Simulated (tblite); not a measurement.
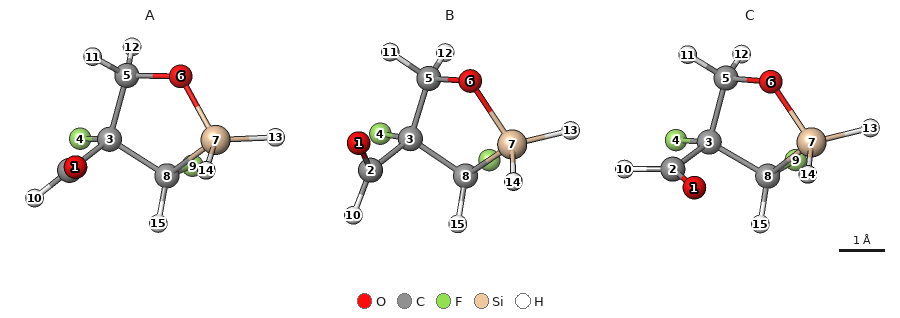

3 geometries from one relaxation of C₄H₆F₂O₂Si, in shuffled order. Style: ball-and-stick. Shown face on.

Computed with tblite 0.8.0, GFN2-xTB geometry optimisation, gas phase. 

Put them in the order of the run, from the start to the converged end.

B, A, C. They are steps 0, 35, 96, at +20.2 kcal/mol, +3.03 kcal/mol relative to the last. O1 moves most after the best rigid fit: 1.28 Å. Largest moves by element: O 1.28 Å, H 1.22 Å, F 0.18 Å, Si 0.13 Å, C 0.12 Å. Near-neighbour distances that change, for instance: O6–Si7 1.732 → 1.641 Å, C3–C5 1.476 → 1.547 Å, Si7–C8 1.867 → 1.930 Å, O1–C2 1.238 → 1.199 Å. Among the angles between lasting bonds that change: C3–C2–H10 123.9° → 114.3°, C5–O6–Si7 106.4° → 115.7°, Si7–C8–H15 112.3° → 120.2°. Groups turn about C2–C3 by about 80°. After 96 geometry steps the energy has fallen by 20.2 kcal/mol.
